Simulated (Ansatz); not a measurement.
**CH8GeOSi: up Jacob's ladder to CCSD(T), part 1 of 2**

Aim: compute CH8GeOSi with functionals from several rungs and with coupled cluster. The yardstick is the atomisation energy at the CCSD(T) limit.

Method: functionals in def2-TZVPP, the program's frozen cores in correlated methods; program: Ansatz 0.2.0, Gaussian basis.

Plan: PBE-D4, r2SCAN-D4, PBE0-D4, B3LYP-D4, ωB97X-V, ωB97M-V, B2PLYP; CCSD(T)/def2-TZVPP; MP2/def2-QZVPP; extrapolation to the limit.

## (1) Structure used throughout

The geometry comes from an earlier relaxation with PBE0-D4 in a triple-zeta def2 set; it is a stationary point, not always the lowest conformer.

12 atoms, charge 0, spin multiplicity 1.

Atoms are counted from 1 here; the program's logs count them from 0.

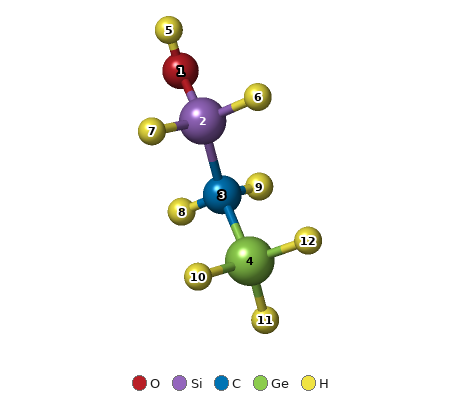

The structure; oxygen red, silicon purple, carbon blue, germanium green, hydrogen yellow; atoms are numbered from 1 in the order of the file.

## (2) PBE-D4 (GGA)

File in.yaml:

```yaml
crystal:
  periodic: [false, false, false]
  atoms:
    - {symbol: O, position_ang: [-2.613229, 0.262895, 0.538556]}
    - {symbol: Si, position_ang: [-0.984031, 0.384419, 0.776941]}
    - {symbol: C, position_ang: [-0.146800, -0.338341, -0.708147]}
    - {symbol: Ge, position_ang: [1.810497, -0.292721, -0.621067]}
    - {symbol: H, position_ang: [-3.190162, 0.598008, 1.225805]}
    - {symbol: H, position_ang: [-0.583578, 1.810115, 0.952617]}
    - {symbol: H, position_ang: [-0.576788, -0.351123, 2.008609]}
    - {symbol: H, position_ang: [-0.456330, -1.380233, -0.831238]}
    - {symbol: H, position_ang: [-0.459012, 0.205809, -1.604209]}
    - {symbol: H, position_ang: [2.308434, -1.097450, 0.591785]}
    - {symbol: H, position_ang: [2.404710, -0.904920, -1.901041]}
    - {symbol: H, position_ang: [2.304190, 1.158343, -0.489310]}
basis:
  gaussian: {orbitals: def2-TZVPP}
hamiltonian: {xc: pbe, dispersion: d4}
output: {forces: true, orbitals: {seedname: orbitals}}
```

Run with:

```sh
ansatz run in.yaml --threads 4 --pin off --events-out ev --progress --plain --max-ram 10444MiB
```

The program printed:

```text
Functional definition: PBE
  name "PBE"
  cite "Perdew, Burke & Ernzerhof, Phys. Rev. Lett. 77, 3865 (1996) doi:10.1103/PhysRevLett.77.3865"
  parent pbe
  parameter kappa = 0.804
  parameter beta = 0.06672455060314922
  exchange = pbe_x(kappa = kappa, mu = beta*pi^2/3)
  correlation = pbe_c(beta = beta)
1449 factors; their error is unknown
mean field evaluation 1: about -67582.0962 eV, gradient 8.8e1 eV
mean field evaluation 2: about -67535.3252 eV, gradient 1.6e2 eV
mean field evaluation 4: about -67595.9545 eV, gradient 1.7e1 eV
mean field evaluation 8: about -67596.5082 eV, gradient 2.6e-1 eV
mean field evaluation 16: about -67596.4756 eV, gradient 2.3e-4 eV
mean field -67596.47555876 eV, -2484.1246582475 hartree, gradient 2.7e-5 eV, S^2 0.000000; 0 other end points of the search recorded, 0 dependent functions left out
the calculation of the forces begins
reference -67596.47560540 eV, -2484.1246599618 hartree; 34, 34 occupied and 230, 230 virtual orbitals, 1449 factors
Total energy: -67596.72125528 eV, -2484.1336874282 hartree
Atom 0 at    -2.613229     0.262895     0.538556 Å, force    -0.238815    -0.201374    -0.409357 eV/Å
Atom 1 at    -0.984031     0.384419     0.776941 Å, force     0.296220     0.061234     0.123153 eV/Å
Atom 2 at    -0.146800    -0.338341    -0.708147 Å, force    -0.050488     0.007230     0.014801 eV/Å
Atom 3 at     1.810497    -0.292721    -0.621067 Å, force     0.089510     0.005237     0.010527 eV/Å
Atom 4 at    -3.190162     0.598008     1.225805 Å, force    -0.280112     0.153670     0.315500 eV/Å
Atom 5 at    -0.583578     1.810115     0.952617 Å, force     0.066888     0.156578     0.015959 eV/Å
Atom 6 at    -0.576788    -0.351123     2.008609 Å, force     0.067654    -0.083393     0.133197 eV/Å
Atom 7 at    -0.456330    -1.380233    -0.831238 Å, force    -0.051493    -0.194512    -0.032144 eV/Å
Atom 8 at    -0.459012     0.205809    -1.604209 Å, force    -0.051824     0.094447    -0.172977 eV/Å
Atom 9 at     2.308434    -1.097450     0.591785 Å, force     0.047207    -0.074209     0.112226 eV/Å
Atom 10 at     2.404710    -0.904920    -1.901041 Å, force     0.058256    -0.058913    -0.123044 eV/Å
Atom 11 at     2.304190     1.158343    -0.489310 Å, force     0.046996     0.134005     0.012158 eV/Å
Dipole moment:    -0.138249     0.034445     0.070238 e Å
```

It took 2.4 s on 4 threads of AMD EPYC 7B13, shared host; peak memory 0.38 GiB.

Atomisation energy: 945.3 kcal/mol (free atoms -67555.728 eV, run apart). HOMO -7.03 eV, LUMO -0.66 eV.

## (3) r2SCAN-D4 (meta-GGA)

Edit in.yaml of step 2 so:

```diff
@@ -17,3 +17,3 @@
   gaussian: {orbitals: def2-TZVPP}
-hamiltonian: {xc: pbe, dispersion: d4}
+hamiltonian: {xc: r2scan, dispersion: d4}
 output: {forces: true, orbitals: {seedname: orbitals}}
```

Same command.

The program printed:

```text
Functional definition: r2SCAN
  name "r2SCAN"
  cite "Furness, Kaplan, Ning, Perdew & Sun, J. Phys. Chem. Lett. 11, 8208 (2020) doi:10.1021/acs.jpclett.0c02405"
  cite "Furness, Kaplan, Ning, Perdew & Sun, J. Phys. Chem. Lett. 11, 9248 (2020) doi:10.1021/acs.jpclett.0c03077"
  parent r2scan
  parameter k0 = 0.174
  parameter k1 = 0.065
  parameter a1 = 4.9479
  exchange = r2scan_x(k0 = k0, k1 = k1, a1 = a1)
  correlation = r2scan_c
1449 factors; their error is unknown
mean field evaluation 1: about -67599.1174 eV, gradient 7.9e1 eV
mean field evaluation 2: about -67573.2217 eV, gradient 1.3e2 eV
mean field evaluation 4: about -67610.4289 eV, gradient 1.0e1 eV
mean field evaluation 8: about -67610.6546 eV, gradient 1.7e-1 eV
mean field evaluation 16: about -67610.6212 eV, gradient 3.0e-4 eV
mean field -67610.62122832 eV, -2484.6445020156 hartree, gradient 1.7e-5 eV, S^2 0.000000; 0 other end points of the search recorded, 0 dependent functions left out
the calculation of the forces begins
reference -67610.62124185 eV, -2484.6445025129 hartree; 34, 34 occupied and 230, 230 virtual orbitals, 1449 factors
Total energy: -67610.68144272 eV, -2484.6467148543 hartree
Atom 0 at    -2.613229     0.262895     0.538556 Å, force    -0.027935    -0.017765    -0.035862 eV/Å
Atom 1 at    -0.984031     0.384419     0.776941 Å, force     0.051175     0.023493     0.047186 eV/Å
Atom 2 at    -0.146800    -0.338341    -0.708147 Å, force    -0.031805     0.006660     0.013520 eV/Å
Atom 3 at     1.810497    -0.292721    -0.621067 Å, force     0.091240     0.000169     0.000195 eV/Å
Atom 4 at    -3.190162     0.598008     1.225805 Å, force    -0.023273     0.007725     0.016176 eV/Å
Atom 5 at    -0.583578     1.810115     0.952617 Å, force     0.004212    -0.021592    -0.003260 eV/Å
Atom 6 at    -0.576788    -0.351123     2.008609 Å, force     0.004252     0.010585    -0.018975 eV/Å
Atom 7 at    -0.456330    -1.380233    -0.831238 Å, force     0.005778     0.007086    -0.012012 eV/Å
Atom 8 at    -0.459012     0.205809    -1.604209 Å, force     0.005969    -0.013722    -0.001855 eV/Å
Atom 9 at     2.308434    -1.097450     0.591785 Å, force    -0.026850     0.039329    -0.059548 eV/Å
Atom 10 at     2.404710    -0.904920    -1.901041 Å, force    -0.026355     0.029245     0.061284 eV/Å
Atom 11 at     2.304190     1.158343    -0.489310 Å, force    -0.026408    -0.071214    -0.006849 eV/Å
Dipole moment:    -0.139726     0.037477     0.076433 e Å
```

Wall time 4.2 s (4 threads of AMD EPYC 7B13, shared host); peak memory 0.41 GiB.

With the free atoms at this level, -67569.561 eV in sum, the atomisation energy is 948.3 kcal/mol. HOMO -7.40 eV, LUMO -0.20 eV.

## (4) PBE0-D4 (hybrid)

Edit in.yaml of step 3 so:

```diff
@@ -17,3 +17,3 @@
   gaussian: {orbitals: def2-TZVPP}
-hamiltonian: {xc: r2scan, dispersion: d4}
-output: {forces: true, orbitals: {seedname: orbitals}}
+hamiltonian: {xc: pbe0, dispersion: d4}
+output: {orbitals: {seedname: orbitals}}
```

Same command.

The program printed:

```text
Functional definition: PBE0
  name "PBE0"
  cite "Adamo & Barone, J. Chem. Phys. 110, 6158 (1999) doi:10.1063/1.478522"
  cite "Perdew, Burke & Ernzerhof, Phys. Rev. Lett. 77, 3865 (1996) doi:10.1103/PhysRevLett.77.3865"
  parent pbe
  parameter a = 0.25
  parameter kappa = 0.804
  parameter beta = 0.06672455060314922
  exchange = (1 - a)*pbe_x(kappa = kappa, mu = beta*pi^2/3) + a*exact_x
  correlation = pbe_c(beta = beta)
1495 factors; their error is unknown
mean field evaluation 1: about -67589.9525 eV, gradient 7.0e1 eV
mean field evaluation 2: about -67578.2634 eV, gradient 1.0e2 eV
mean field evaluation 4: about -67598.8146 eV, gradient 6.0e0 eV
mean field evaluation 8: about -67598.8865 eV, gradient 3.5e-2 eV
mean field evaluation 16: about -67599.1753 eV, gradient 2.5e-5 eV
mean field -67599.17528541 eV, -2484.2238713720 hartree, gradient 2.5e-5 eV, S^2 0.000000; 0 other end points of the search recorded, 0 dependent functions left out
reference -67599.17532010 eV, -2484.2238726470 hartree; 34, 34 occupied and 230, 230 virtual orbitals, 1495 factors
Total energy: -67599.38369481 eV, -2484.2315302762 hartree
```

It took 3.1 s on 4 threads of AMD EPYC 7B13, shared host; peak memory 0.77 GiB.

Atomisation energy: 937.9 kcal/mol (free atoms -67558.713 eV, run apart). HOMO -8.53 eV, LUMO 0.19 eV.

## (5) B3LYP-D4 (hybrid)

B3LYP here takes the VWN-RPA correlation.

Edit in.yaml of step 4 so:

```diff
@@ -17,3 +17,3 @@
   gaussian: {orbitals: def2-TZVPP}
-hamiltonian: {xc: pbe0, dispersion: d4}
-output: {orbitals: {seedname: orbitals}}
+hamiltonian: {xc: {name: B3LYP}, dispersion: d4}
+output: {forces: true, orbitals: {seedname: orbitals}}
```

Same command.

The program printed:

```text
Functional definition: B3LYP
  name "B3LYP"
  cite "Stephens, Devlin, Chabalowski & Frisch, J. Phys. Chem. 98, 11623 (1994) doi:10.1021/j100096a001"
  cite "Becke, Phys. Rev. A 38, 3098 (1988) doi:10.1103/PhysRevA.38.3098"
  cite "Lee, Yang & Parr, Phys. Rev. B 37, 785 (1988) doi:10.1103/PhysRevB.37.785"
  cite "Vosko, Wilk & Nusair, Can. J. Phys. 58, 1200 (1980) doi:10.1139/p80-159"
  parameter a0 = 0.2
  parameter ax = 0.72
  parameter ac = 0.81
  exchange = (1 - a0 - ax)*slater_x + ax*b88_x + a0*exact_x
  correlation = (1 - ac)*vwn_rpa_c + ac*lyp_c
1483 factors; their error is unknown
mean field evaluation 1: about -67604.1592 eV, gradient 7.8e1 eV
mean field evaluation 2: about -67585.1230 eV, gradient 1.2e2 eV
mean field evaluation 4: about -67615.0326 eV, gradient 8.4e0 eV
mean field evaluation 8: about -67615.1727 eV, gradient 6.9e-2 eV
mean field evaluation 16: about -67615.3964 eV, gradient 9.1e-5 eV
mean field -67615.39642608 eV, -2484.8199872968 hartree, gradient 1.2e-5 eV, S^2 0.000000; 0 other end points of the search recorded, 0 dependent functions left out
the calculation of the forces begins
reference -67615.39672229 eV, -2484.8199981821 hartree; 34, 34 occupied and 230, 230 virtual orbitals, 1483 factors
Total energy: -67615.79330146 eV, -2484.8345721979 hartree
Atom 0 at    -2.613229     0.262895     0.538556 Å, force    -0.109558     0.004067     0.009194 eV/Å
Atom 1 at    -0.984031     0.384419     0.776941 Å, force     0.146705     0.075532     0.153145 eV/Å
Atom 2 at    -0.146800    -0.338341    -0.708147 Å, force    -0.184993    -0.043465    -0.088767 eV/Å
Atom 3 at     1.810497    -0.292721    -0.621067 Å, force     0.208082    -0.011966    -0.025379 eV/Å
Atom 4 at    -3.190162     0.598008     1.225805 Å, force    -0.071480    -0.001354    -0.002072 eV/Å
Atom 5 at    -0.583578     1.810115     0.952617 Å, force    -0.022639    -0.089898    -0.008178 eV/Å
Atom 6 at    -0.576788    -0.351123     2.008609 Å, force    -0.022968     0.048538    -0.075857 eV/Å
Atom 7 at    -0.456330    -1.380233    -0.831238 Å, force     0.018914     0.064883    -0.009570 eV/Å
Atom 8 at    -0.459012     0.205809    -1.604209 Å, force     0.019265    -0.047371     0.045150 eV/Å
Atom 9 at     2.308434    -1.097450     0.591785 Å, force     0.004316     0.000991     0.001862 eV/Å
Atom 10 at     2.404710    -0.904920    -1.901041 Å, force     0.009868    -0.000656    -0.001204 eV/Å
Atom 11 at     2.304190     1.158343    -0.489310 Å, force     0.004488     0.000699     0.001675 eV/Å
Dipole moment:    -0.130104     0.043205     0.088090 e Å
```

Run time: 4.8 s. Hardware: 4 threads of AMD EPYC 7B13, shared host; peak memory 0.84 GiB.

With the free atoms at this level, -67574.858 eV in sum, the atomisation energy is 944.0 kcal/mol. HOMO -8.33 eV, LUMO -0.08 eV.

## (6) ωB97X-V (range-separated)

Edit in.yaml of step 5 so:

```diff
@@ -17,3 +17,3 @@
   gaussian: {orbitals: def2-TZVPP}
-hamiltonian: {xc: {name: B3LYP}, dispersion: d4}
-output: {forces: true, orbitals: {seedname: orbitals}}
+hamiltonian: {xc: {name: wB97X-V}}
+output: {orbitals: {seedname: orbitals}}
```

Launched as before.

The program printed:

```text
Functional definition: wB97X-V
  name "wB97X-V"
  cite "Mardirossian & Head-Gordon, Phys. Chem. Chem. Phys. 16, 9904 (2014) doi:10.1039/C3CP54374A"
  cite "Becke, J. Chem. Phys. 107, 8554 (1997) doi:10.1063/1.475007"
  cite "Vydrov & Van Voorhis, J. Chem. Phys. 133, 244103 (2010) doi:10.1063/1.3521275"
  parameter omega = 0.3/bohr
  parameter cx = 0.167
  parameter cx1 = 0.603
  parameter cx2 = 1.194
  parameter css0 = 0.556
  parameter css1 = -0.257
  parameter cos0 = 1.219
  parameter cos1 = -1.850
  parameter b = 6.0
  parameter c = 0.01
  exchange = spin_sum(e_x_unif_sr(omega)*poly(b97_u_x, 1 - cx, cx1, cx2)) + cx*exact_x_sr(omega) + exact_x_lr(omega)
  correlation = spin_sum(e_c_pw_same_spin*poly(b97_u_same, css0, css1))
      + integral(e_c_pw_opposite_spin*poly(b97_u_opposite, cos0, cos1)) + vv10(b, c)
1483 factors; their error is unknown
347 factors; integrals over basis functions are off by at most 1.0e-5 eV
mean field evaluation 1: about -67599.9461 eV, gradient 5.8e1 eV
mean field evaluation 2: about -67599.8914 eV, gradient 6.0e1 eV
mean field evaluation 4: about -67605.7626 eV, gradient 2.5e0 eV
mean field evaluation 8: about -67605.7868 eV, gradient 1.5e-1 eV
mean field evaluation 16: about -67605.9682 eV, gradient 6.9e-5 eV
mean field -67605.96818104 eV, -2484.4735056821 hartree, gradient 6.9e-5 eV, S^2 0.000000; 0 other end points of the search recorded, 0 dependent functions left out
reference -67605.96817875 eV, -2484.4735055981 hartree; 34, 34 occupied and 230, 230 virtual orbitals, 1483 factors
Total energy: -67605.96817875 eV, -2484.4735055981 hartree
```

Wall time 7 s (4 threads of AMD EPYC 7B13, shared host); peak memory 0.93 GiB.

With the free atoms at this level, -67564.647 eV in sum, the atomisation energy is 952.9 kcal/mol. HOMO -11.01 eV, LUMO 2.14 eV.

(Continued in part 2 of 2.)
